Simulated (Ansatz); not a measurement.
A series of calculations on CH₈GeO

**1. Relaxation**

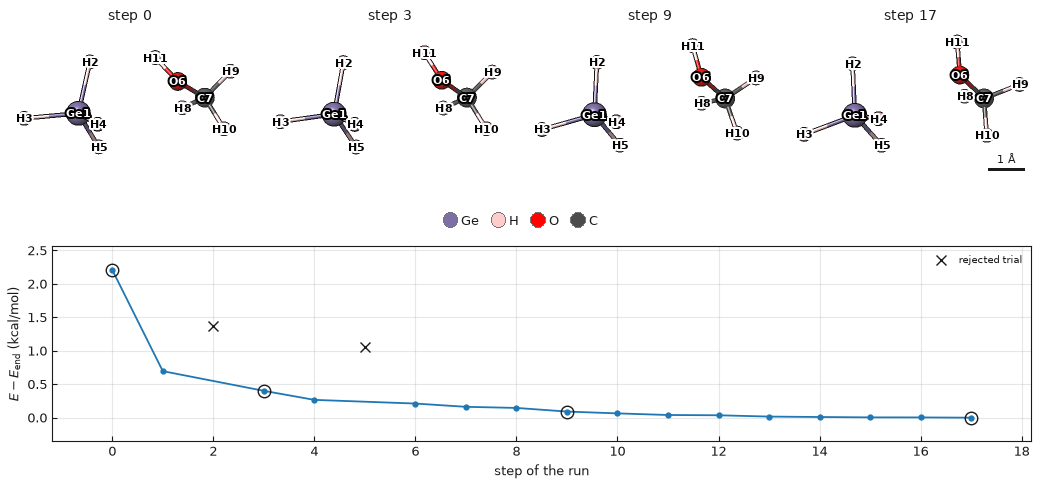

Frames of a relaxation of CH8GeO, marked on the history of the run. The picture is a ball-and-stick view, seen at a tilt.

The run prepares an end point of a later path (reaction) calculation, from a guessed geometry.

These are results of RKS B3LYP-D4/def2-mTZVP in Ansatz 0.2.0, not measurements.

The input:
```yaml
crystal:
  periodic: [false, false, false]
  atoms:
    - { symbol: Ge, position_ang: [0.433182, 0.09048, -0.105247] }
    - { symbol: H, position_ang: [0.037888, -0.162037, 1.370317] }
    - { symbol: H, position_ang: [1.967096, -0.055805, -0.205123] }
    - { symbol: H, position_ang: [0.032709, 1.506679, -0.53478] }
    - { symbol: H, position_ang: [-0.22573, -0.979237, -0.992101] }
    - { symbol: O, position_ang: [-2.41675, 0.220004, 0.73261] }
    - { symbol: C, position_ang: [-3.281035, -0.84592, 0.3355] }
    - { symbol: H, position_ang: [-2.724668, -1.767792, 0.130507] }
    - { symbol: H, position_ang: [-4.053104, -1.052966, 1.087955] }
    - { symbol: H, position_ang: [-3.771052, -0.528584, -0.586732] }
    - { symbol: H, position_ang: [-1.825138, -0.104222, 1.451494] }
basis:
  gaussian: { orbitals: def2-mTZVP }
hamiltonian:
  xc: b3lyp
  dispersion: d4
relax:
  f_tol: 0.03
  max_steps: 50
```

Launched with:
```bash
ansatz run input.yaml --threads 2 --pin off --max-ram 3072MiB --backend cpu --events-out ev --progress --plain --runs-dir out
```

> Describe the path.

The atom that moves furthest after the best rigid fit is H11 (0.76 Å). Largest moves by element: H 0.76 Å, O 0.20 Å, Ge 0.12 Å, C 0.04 Å. Some distances before and after: O6–H11 0.986 → 0.966 Å, Ge1–H2 1.548 → 1.537 Å. Over 15 accepted moves (17 points after the start) the energy falls by 2.21 kcal/mol. The largest force component goes from 0.74 to 0.017 eV/Å. The line search rejected the trial steps at points 2, 5 of the run. The forces were under the threshold at step 14, but the run went on from there. The run took 53 s on 2 threads of Intel(R) Xeon(R) Platinum 8259CL CPU @ 2.50GHz (Skylake/Cascade Lake), with other jobs on the host, peak memory 0.24 GiB. From step 0 to 3: H11 moves most (0.29 Å), energy −1.81 kcal/mol. From step 3 to 9: H11 moves most (0.31 Å), energy −0.31 kcal/mol. From step 9 to 17: H10 moves most (0.31 Å), energy −0.09 kcal/mol.

**2. Relaxation**

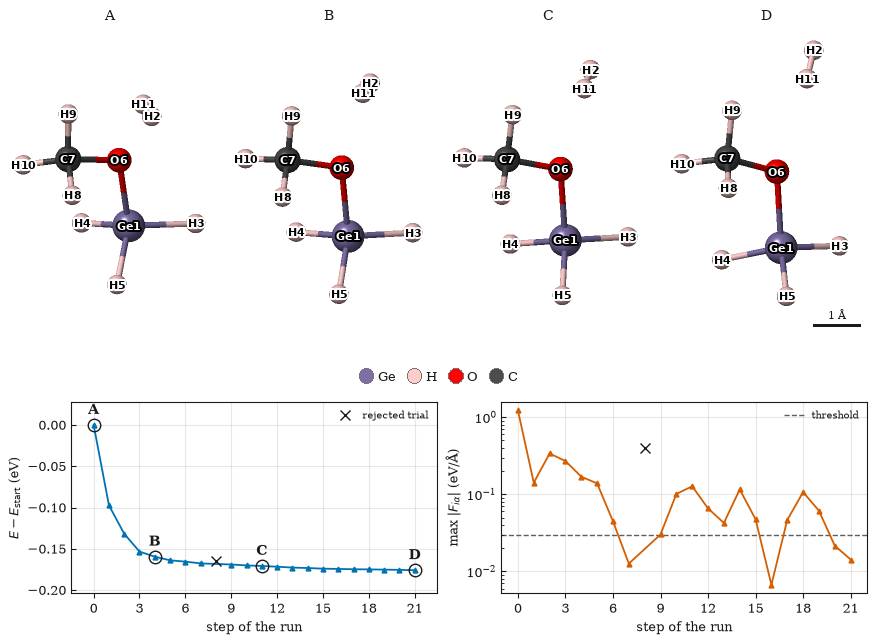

Frames of a relaxation of CH₈GeO, marked on the history of the run. A ball-and-stick model, seen from a free direction.

The run prepares an end point of a later path (reaction) calculation, from a guessed geometry.

Level of theory: RKS B3LYP-D4/def2-mTZVP in Ansatz. Set-up: no spin polarisation; force threshold 0.03 eV/Å; at most 50 steps.

Q: Describe the path.

A: H2 moves most after the best rigid fit: 1.50 Å. By element the largest moves are H 1.50 Å, Ge 0.49 Å, O 0.35 Å, C 0.26 Å. Near-neighbour distances that change, for instance: H2–H11 0.707 → 0.744 Å, Ge1–O6 1.783 → 1.796 Å. Over 20 accepted moves (21 points after the start) the energy falls by 0.176 eV. The largest force component goes from 1.2 to 0.014 eV/Å. The line search rejected the trial step at point 8 of the run. The forces were under the threshold at step 7, but the run went on from there. From step 0 to 4: H2 moves most (0.74 Å), energy −0.160 eV. From step 4 to 11: H2 moves most (0.33 Å), energy −0.011 eV. From step 11 to 21: H2 moves most (0.57 Å), energy −0.005 eV.

Limits of the set-up: the start holds two separate molecules, 2.2 Å apart at their closest, whose relative position is a soft coordinate.

**3. Path**

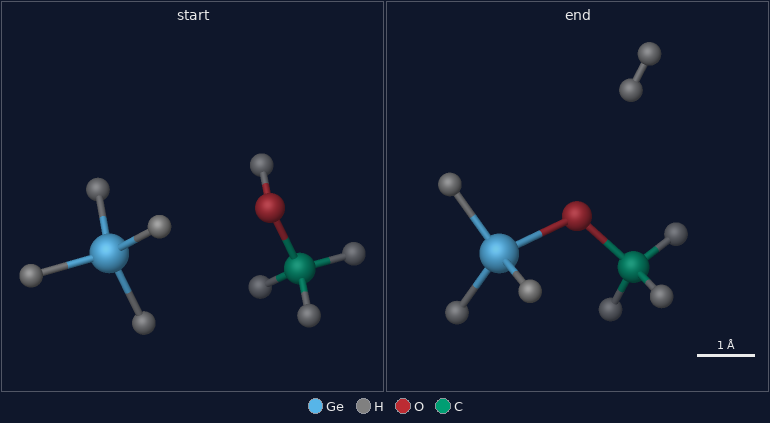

The two relaxed end points of a path for CH₈GeO, made up at the start of GeH$_{4}$ and CH4O. The picture is a ball-and-stick view, seen at a tilt.

Level of theory: Ansatz 0.2.0, RKS B3LYP-D4/def2-mTZVP.

Run with 9 movable images; climbing image; force threshold 0.05 eV/Å; iteration limit 46.

Start:
```xyz
11

Ge    0.5346    0.0860   -0.1603
H     0.5218   -0.2589    1.3379
H     1.9924    0.0044   -0.6626
H     0.0094    1.5084   -0.3917
H    -0.3027   -0.9354   -0.9456
O    -2.4884    0.1719    0.9108
C    -3.2590   -0.8707    0.3171
H    -2.8082   -1.8563    0.4749
H    -4.2879   -0.8824    0.6919
H    -3.2834   -0.6719   -0.7534
H    -2.4552    0.0255    1.8655
```

End:
```xyz
11

Ge   -0.2020   -0.2041   -0.7840
H    -1.1682    0.4803    3.4780
H     1.1354   -0.1711   -0.0352
H    -0.5748    1.1770   -1.3671
H    -0.2152   -1.2645   -1.9075
O    -1.4090   -0.6582    0.4654
C    -2.7696   -0.7801    0.0771
H    -2.9131   -1.5686   -0.6722
H    -3.3471   -1.0432    0.9647
H    -3.1708    0.1582   -0.3265
H    -1.1921    0.1949    2.7917
```

Q: What barrier does the band find between them, and by what path?

A: The highest point, image 4, lies 194.3 kJ/mol above the start and 193.0 kJ/mol above the end; the end is at +1.4 kJ/mol relative to the start. Breaking: Ge1–H2 (1.54 → 1.99 at the top → 4.42 Å), O6–H11 (0.97 → 1.15 at the top → 2.49 Å). Forming: Ge1–O6 (3.21 → 2.02 at the top → 1.80 Å), H2–H11 (3.04 → 1.10 at the top → 0.74 Å). The band is converged.

Energies of the converged images:

```
image  path (Å)  E (kJ/mol)
    0      0.00         0.0
    1      1.48         0.0
    2      2.95         5.9
    3      4.43        25.3
    4      5.90       194.3
    5      6.87        32.2
    6      7.84         2.7
    7      8.81         1.7
    8      9.78         1.4
    9     10.75         1.2
   10     11.72         1.4
```

The geometry at the top of the path:

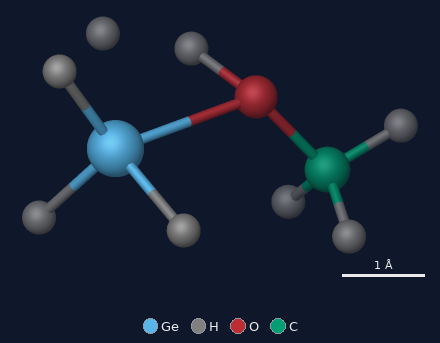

Limits of the set-up: the start holds two separate molecules, 3.0 Å apart at their closest, whose relative position is a soft coordinate.

The run took 10 min on 2 threads of Intel(R) Xeon(R) Platinum 8259CL CPU @ 2.50GHz (Skylake/Cascade Lake), with other jobs on the host, peak memory 0.26 GiB.
